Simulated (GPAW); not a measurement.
# Nb2NS2 MXene monolayer: work function by functional and basis, part 2 of 2

How far do functional and basis move the work function of Nb2NS2 MXene monolayer?

GPAW 26.7.0; GPAW, PAW setups; layer in a repeated cell with vacuum, relaxation of atoms and in-plane cell (the session's first sound run).

So far, upper work function (eV): step 3 (plane waves, PBE) 5.41; step 4 (LDA) 5.65; step 5 (GPAW, PAW setups) 5.80; step 6 (RPBE) 5.32.

## 7. OptPBE vdW: xc = "optPBE-vdW"

Level of this step: GPAW, PAW setups; slab in vacuum (GPAW).

The same geometry under optPBE-vdW, to see how far the functional moves the levels against the vacuum (the van der Waals functionals take revPBE setups).

run.py

```python
import json
import numpy as np
from ase import Atoms
from gpaw import GPAW, PW

slab = Atoms(
    ['S', 'Nb', 'N', 'Nb', 'S'],
    positions=[
        [0.00000, 1.89397, 7.00000],
        [1.64022, 0.94698, 8.61109],
        [0.00000, 0.00000, 9.75574],
        [0.00000, 1.89397, 10.90039],
        [1.64022, 0.94698, 12.51148]],
    cell=[[3.28045, -0.0, 0.0], [-1.64022, 2.84095, 0.0], [0.0, 0.0, 19.5115]],
    pbc=[True, True, False])

slab.calc = GPAW(mode=PW(500), xc='optPBE-vdW', kpts={'size': (12, 12, 1), 'gamma': True},
                 occupations={'name': 'fermi-dirac', 'width': 0.05}, nbands='160%',
                 convergence={'density': 1e-05}, maxiter=200,
                 poissonsolver={'dipolelayer': 'xy'},
                 symmetry={'tolerance': 1e-3}, txt='slab.txt')
result = {}
energy = slab.get_potential_energy()
fermi = slab.calc.get_fermi_level()
v = slab.calc.get_electrostatic_potential().mean((0, 1)) - fermi
n = slab.calc.get_pseudo_density().mean((0, 1))
L = slab.cell[2, 2]
z = np.arange(len(v)) * L / len(v)
low, high = slab.positions[:, 2].min(), slab.positions[:, 2].max()
below, above = np.interp([low - 4.8, high + 4.8], z, v)
slopes = [np.interp(x, z, np.gradient(v, z)) for x in (low - 4.8, high + 4.8)]
eps = np.array([[slab.calc.get_eigenvalues(k, s) for k in range(len(slab.calc.get_ibz_k_points()))]
                for s in range(slab.calc.get_number_of_spins())]) - fermi
top, bottom = eps[eps < 0].max(), eps[eps > 0].min()
dipole = slab.get_dipole_moment()[2]
print(f'energy {energy:.4f} eV, Fermi level {fermi:.4f} eV, dipole {dipole:.5f} e A')
print(f'potential 4.8 A off the faces, from the Fermi level: lower {below:.4f} eV, upper {above:.4f} eV')
print(f'slope of the potential there: lower {slopes[0]:.5f}, upper {slopes[1]:.5f} eV/A')
print(f'nearest levels on the mesh: {top:.4f} and {bottom:.4f} eV')
print('magnetic moment', round(slab.get_magnetic_moment(), 3))
result.update(energy=energy, fermi=fermi, dipole=dipole, below=below, above=above, slopes=slopes, edges=[top, bottom],
              z=z.tolist(), v=v.tolist(), n=n.tolist(), positions=slab.positions.tolist(),
              forces=slab.get_forces(apply_constraint=False).tolist(), moments=slab.get_magnetic_moments().tolist())
json.dump(result, open('result.json', 'w'))
```

Run with:

```sh
> OMP_NUM_THREADS=1 OPENBLAS_NUM_THREADS=1 python run.py
```

Log:

```text
energy -81.6815 eV, Fermi level 0.8496 eV, dipole -0.00030 e A
potential 4.8 A off the faces, from the Fermi level: lower 5.6477 eV, upper 5.6540 eV
slope of the potential there: lower -0.00039, upper 0.00039 eV/A
nearest levels on the mesh: -0.0585 and 0.1440 eV
magnetic moment 0.0
```

The job ended after 62 s (1 thread of Intel Xeon Platinum 8488C (Sapphire Rapids), shared host; peak memory 0.43 GiB).

This step gave:

- dipole along the normal: -2.99e-4 e·Å
- levels nearest the Fermi level on the mesh: -0.05854, 0.1440 eV from the Fermi level
- upper work function: 5.654 eV
- lower work function: 5.648 eV

The electrostatic potential energy of an electron (without an applied field's), less the Fermi level, planar mean oscillates, so the rows of the table below give means over windows of 1.67 Å about each position, cut where the curve ends. Its maxima inside the range that stand out by 2 % of the span (Å: eV): 7.7: -5.51, 9.4: -9.74, 10.1: -9.73, 11.8: -5.50. Its minima: 7.0: -17.3, 8.6: -21.9, 9.8: -14.0, 10.9: -21.9, 12.5: -17.3.

Electrostatic potential energy of an electron (without an applied field's), less the Fermi level, planar mean against z; means over each step:

```csv
z (Å),"electrostatic potential energy of an electron (without an applied field's), less the Fermi level, planar mean (eV)"
0.83,5.65
2.50,5.65
4.17,5.63
5.84,2.46
7.51,-11.3
9.18,-15.0
10.86,-14.7
12.52,-8.44
14.20,5.00
15.86,5.65
17.54,5.65
19.20,5.65
```

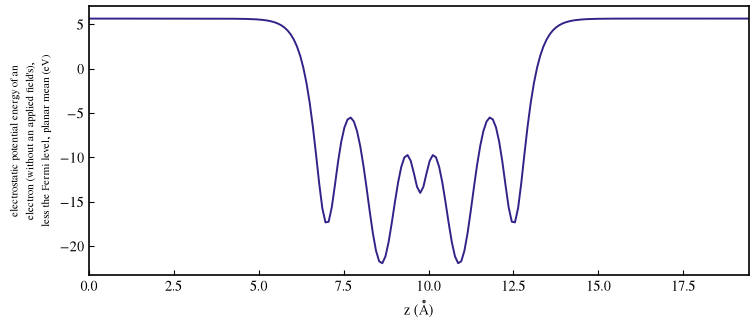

Electrostatic potential energy of an electron (without an applied field's), less the Fermi level, planar mean against z.

The upper face's work function is 5.654 eV, against 5.412 eV in the first plane-wave PBE run at this geometry.

## 8. Self-consistent run: xc = "revPBE"

The same geometry under revPBE, to see how far the functional moves the levels against the vacuum.

run.py: that of step 7 with these lines changed.

```diff
@@ -16,3 +16,3 @@
 
-slab.calc = GPAW(mode=PW(500), xc='optPBE-vdW', kpts={'size': (12, 12, 1), 'gamma': True},
+slab.calc = GPAW(mode=PW(500), xc='revPBE', kpts={'size': (12, 12, 1), 'gamma': True},
                  occupations={'name': 'fermi-dirac', 'width': 0.05}, nbands='160%',
```

Log:

```text
energy -40.3077 eV, Fermi level 1.0908 eV, dipole -0.00030 e A
potential 4.8 A off the faces, from the Fermi level: lower 5.3110 eV, upper 5.3173 eV
slope of the potential there: lower -0.00037, upper 0.00037 eV/A
nearest levels on the mesh: -0.0579 and 0.1520 eV
magnetic moment 0.0
```

Wall time 50 s (1 thread); peak memory 0.25 GiB.

Numbers from this step:

```
dipole along the normal                    : -3.00e-4 e·Å
levels nearest the Fermi level on the mesh : -0.05792, 0.1520 eV from the Fermi level
upper work function                        : 5.317 eV
lower work function                        : 5.311 eV
```

The electrostatic potential energy of an electron (without an applied field's), less the Fermi level, planar mean oscillates, so the rows of the table below give means over windows of 1.67 Å about each position, cut where the curve ends. Its maxima inside the range that stand out by 2 % of the span (Å: eV): 7.7: -5.58, 9.4: -9.83, 10.1: -9.83, 11.8: -5.58. Its minima: 7.0: -17.5, 8.6: -22.0, 9.8: -14.1, 10.9: -22.0, 12.5: -17.5.

Table of electrostatic potential energy of an electron (without an applied field's), less the Fermi level, planar mean by z; means over each step:

```csv
z (Å),"electrostatic potential energy of an electron (without an applied field's), less the Fermi level, planar mean (eV)"
0.83,5.31
2.50,5.31
4.17,5.29
5.84,2.23
7.51,-11.4
9.18,-15.1
10.86,-14.8
12.52,-8.57
14.20,4.71
15.86,5.31
17.54,5.32
19.20,5.32
```

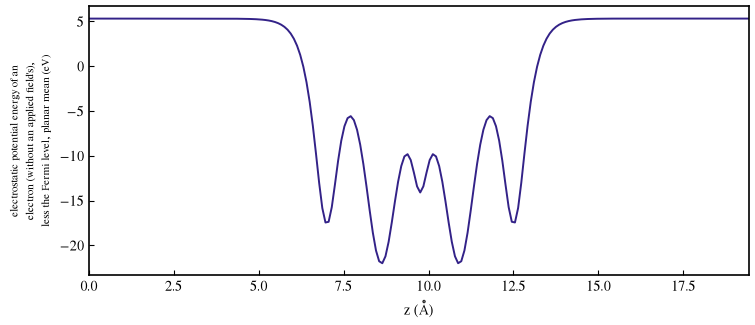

Electrostatic potential energy of an electron (without an applied field's), less the Fermi level, planar mean against z.

The upper face's work function is 5.317 eV, against 5.412 eV in the first plane-wave PBE run at this geometry.

## 9. Real-space grid: mode = "fd"

A real-space grid is a second complete basis, so it checks the plane-wave result.

run.py: that of step 8 with these lines changed.

```diff
@@ -3,3 +3,3 @@
 from ase import Atoms
-from gpaw import GPAW, PW
+from gpaw import GPAW
 
@@ -16,3 +16,3 @@
 
-slab.calc = GPAW(mode=PW(500), xc='revPBE', kpts={'size': (12, 12, 1), 'gamma': True},
+slab.calc = GPAW(mode='fd', h=0.18, xc='PBE', kpts={'size': (12, 12, 1), 'gamma': True},
                  occupations={'name': 'fermi-dirac', 'width': 0.05}, nbands='160%',
```

Log:

```text
energy -42.7323 eV, Fermi level -5.4085 eV, dipole -0.00031 e A
potential 4.8 A off the faces, from the Fermi level: lower 5.4053 eV, upper 5.4116 eV
slope of the potential there: lower -0.00005, upper 0.00005 eV/A
nearest levels on the mesh: -0.0575 and 0.1553 eV
magnetic moment 0.0
```

It took 2.5 min on 1 thread; peak memory 0.62 GiB.

Numbers from this step:

| Item | Value |
| --- | --- |
| dipole along the normal | -3.08e-4 e·Å |
| levels nearest the Fermi level on the mesh | -0.05747, 0.1553 eV from the Fermi level |
| upper work function | 5.412 eV |
| lower work function | 5.405 eV |

The electrostatic potential energy of an electron (without an applied field's), less the Fermi level, planar mean oscillates, so the rows of the table below give means over windows of 1.72 Å about each position, cut where the curve ends. Its maxima inside the range that stand out by 2 % of the span (Å: eV): 7.7: -5.52, 9.4: -9.75, 10.1: -9.75, 11.8: -5.52. Its minima: 7.0: -17.4, 8.6: -21.9, 9.8: -13.9, 10.9: -21.9, 12.5: -17.4.

The electrostatic potential energy of an electron (without an applied field's), less the Fermi level, planar mean by z; means over each step:

```csv
z (Å),"electrostatic potential energy of an electron (without an applied field's), less the Fermi level, planar mean (eV)"
0.86,5.41
2.58,5.41
4.30,5.38
6.02,0.296
7.74,-12.5
9.46,-13.4
11.18,-13.7
12.90,-6.18
14.62,5.25
16.34,5.41
18.06,5.41
```

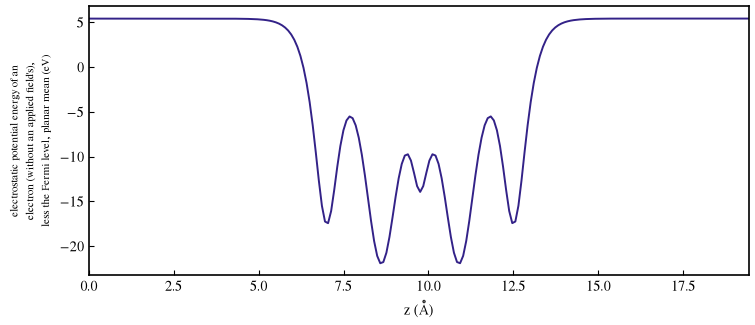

Electrostatic potential energy of an electron (without an applied field's), less the Fermi level, planar mean against z.

The upper face's work function is 5.412 eV, against 5.412 eV in the first plane-wave PBE run at this geometry.

## 10. Atomic orbitals: mode = "lcao"

Atom-centred orbitals end a few angstrom from the surface, which tests how much the density's tail matters.

run.py: that of step 9 with these lines changed.

```diff
@@ -16,4 +16,4 @@
 
-slab.calc = GPAW(mode='fd', h=0.18, xc='PBE', kpts={'size': (12, 12, 1), 'gamma': True},
-                 occupations={'name': 'fermi-dirac', 'width': 0.05}, nbands='160%',
+slab.calc = GPAW(mode='lcao', basis='dzp', h=0.18, xc='PBE', kpts={'size': (12, 12, 1), 'gamma': True},
+                 occupations={'name': 'fermi-dirac', 'width': 0.05}, nbands='120%',
                  convergence={'density': 1e-05}, maxiter=200,
```

Log:

```text
energy -40.8137 eV, Fermi level -5.4786 eV, dipole -0.00031 e A
potential 4.8 A off the faces, from the Fermi level: lower 5.4755 eV, upper 5.4818 eV
slope of the potential there: lower -0.00000, upper 0.00000 eV/A
nearest levels on the mesh: -0.0693 and 0.1333 eV
magnetic moment 0.0
```

Run time: 5.8 min. Hardware: 1 thread; peak memory 0.32 GiB.

This step gave:

```
dipole along the normal                    : -3.09e-4 e·Å
levels nearest the Fermi level on the mesh : -0.06925, 0.1333 eV from the Fermi level
upper work function                        : 5.482 eV
lower work function                        : 5.475 eV
```

The upper face's work function is 5.482 eV, against 5.412 eV in the first plane-wave PBE run at this geometry.

## 11. All levels side by side

Times are for 1 thread of Intel Xeon Platinum 8488C (Sapphire Rapids), shared host. The series side by side:

```csv
no.,run,upper work function (eV),lower work function (eV),time,memory (GiB)
1,pw,5.412,5.405,50 s,0.25
2,LDA,5.653,5.647,47 s,0.25
3,vdW DF2,5.803,5.797,63 s,0.43
4,RPBE,5.321,5.314,49 s,0.26
5,optPBE vdW,5.654,5.648,62 s,0.43
6,revPBE,5.317,5.311,50 s,0.25
7,fd,5.412,5.405,2.5 min,0.62
8,lcao,5.482,5.475,5.8 min,0.32
```

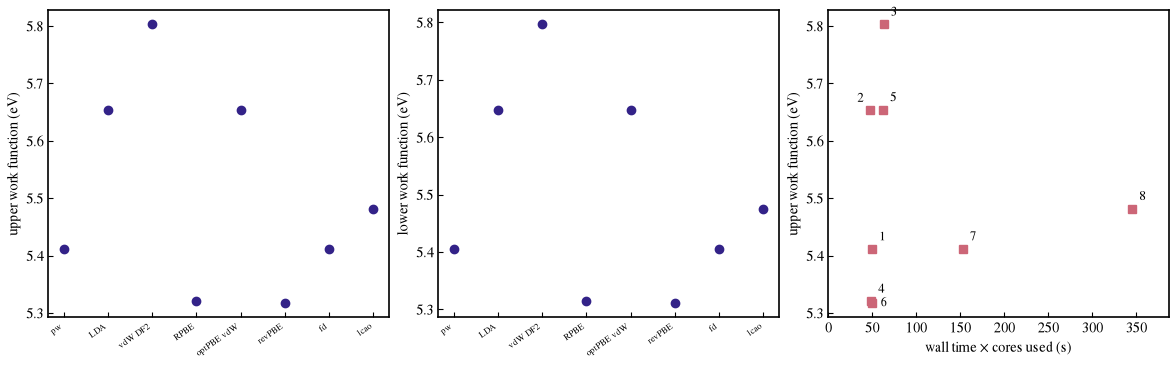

The series as plots; the last panel sets the first result against cost, with the runs numbered as in the table.

## 12. Side by side

Results and costs are gathered.

This step: comparison of work functions, dipole and cost (GPAW 26.7.0).

Ladder, by row:

```csv
step,code,"work function, upper (eV)","work function, lower (eV)",dipole (e Å),wall time (s),peak memory (GiB),threads
pw,GPAW,5.412,5.405,-3.00e-4,49.81,0.25,1
LDA,GPAW,5.653,5.647,-3.00e-4,47.09,0.25,1
vdW-DF2,GPAW,5.803,5.797,-2.99e-4,63.46,0.43,1
RPBE,GPAW,5.321,5.314,-3.00e-4,48.66,0.26,1
optPBE-vdW,GPAW,5.654,5.648,-2.99e-4,61.88,0.43,1
revPBE,GPAW,5.317,5.311,-3.00e-4,49.74,0.25,1
fd,GPAW,5.412,5.405,-3.08e-4,152.6,0.62,1
lcao,GPAW,5.482,5.475,-3.09e-4,345.2,0.32,1
```

## 13. Summary of results

| Item | Value |
| --- | --- |
| work function, upper and lower face | 5.412 and 5.405 eV |
| dipole along the normal | -3.0e-4 e Å |

What this shows: With plane waves and PBE the work function is 5.41 eV on the upper face and 5.41 eV on the lower. Over the sound runs of the table the upper face's work function spans 5.317 (revPBE) to 5.803 eV (vdW-DF2). The starting lattice was a guess from atomic radii; the relaxation moved it by 7 %. The small printed dipole stands for a step of 5.8 meV from the lower to the upper face, and the probes find 6.3 meV; values this small are near the numerical noise of both. The cell holds an odd number of electrons, so without spin polarisation it must come out metallic and without a moment, whatever its true state. The layer's cell and atoms come from the relaxation; spin-orbit coupling and temperature are left out.

[Logs are printed without paths, hosts, clocks, repeated set-up lines and the standing remarks that a program may print on its own settings, such as how far it seeks lower states.]

[Hosts, paths, dates, database ids (printed as entryN), source tags and the programs' standing remarks are cut or masked in the printed files.]
